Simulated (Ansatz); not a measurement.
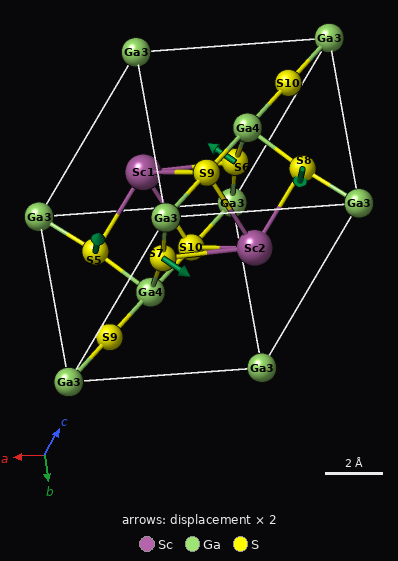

A relaxation of crystalline ScGaS₃ (built on the SrTiO3-140 type type). The starting structure is drawn; green arrows show the displacements (the part carried along by the change of the cell is left out), 2 times their true length.

Style: ball-and-stick. Shown: the cell of the calculation, from a free direction.

Method: Ansatz 0.2.0, DFT, PBEsol, plane waves, PAW.

Input file:
```yaml
crystal:
  lattice:
    - [-3.47328171, 3.47328171, 4.93429669]
    - [3.47328171, -3.47328171, 4.93429669]
    - [3.47328171, 3.47328171, -4.93429669]
  atoms:
    - { symbol: Sc, position: [0.75, 0.25, 0.5] }
    - { symbol: Sc, position: [0.25, 0.75, 0.5] }
    - { symbol: Ga, position: [0.0, 0.0, 0.0] }
    - { symbol: Ga, position: [0.5, 0.5, 0.0] }
    - { symbol: S, position: [0.77095745, 0.27095745, 0.0419149] }
    - { symbol: S, position: [0.27095745, 0.22904255, 0.5] }
    - { symbol: S, position: [0.72904255, 0.77095745, 0.5] }
    - { symbol: S, position: [0.22904255, 0.72904255, 0.9580851] }
    - { symbol: S, position: [0.75, 0.75, 0.0] }
    - { symbol: S, position: [0.25, 0.25, 0.0] }
kpoints:
  mp_grid: { grid: [4, 4, 4] }
hamiltonian:
  xc: pbesol
scf:
  occupations: { method: fermi_dirac, width: 0.03 }
relax:
  f_tol: 0.01
  cell: {}
  max_steps: 120
```

Command:
```bash
ansatz run input.yaml --threads 4 --pin off --max-ram 4608MiB --backend cpu --events-out ev --progress --plain --runs-dir out
```

Which element moves most?

Answer. Sulfur: up to 0.64 Å, against 0.00 Å for scandium.

Describe the change and its energy.

Answer. After 7 accepted moves (8 points after the start) the energy has fallen by 539 meV per atom. Largest force component: 0.68 eV/Å at the start, 0.00051 eV/Å at the end. The pressure goes from −11.27 to −0.01 GPa. At 1 point the geometry stayed and the basis and grid were re-selected for the new cell (energy shift of 0.5 meV per atom at most each time). The largest moves relative to the cell, 0.64 Å, are those of S5, S6, S7 and S8. S6 goes along [1 −1 0]. Sc and Ga stay in place. The volume changes by −22.0 %, with a = b = c 6.962 → 6.452 Å (−7.3 %), α 120.2° → 121.4°, β 120.2° → 121.4°, γ 89.7° → 87.6°. Some distances before and after: S5–S8 4.500 → 2.822 Å, Sc1–S5 3.339 → 2.722 Å, Sc1–S10 3.473 → 3.158 Å, Ga3–S10 2.467 → 2.328 Å. Among the angles between lasting bonds that change: Ga3–S6–Ga4 170.4° → 139.6°, Sc1–S6–Sc2 95.3° → 117.6°, S5–Sc1–S8 84.7° → 62.4°. The space group stays I4/mcm (No. 140). Cost: 25 s on 4 threads of Arm Neoverse V1, on a shared host, peak memory 0.75 GiB.
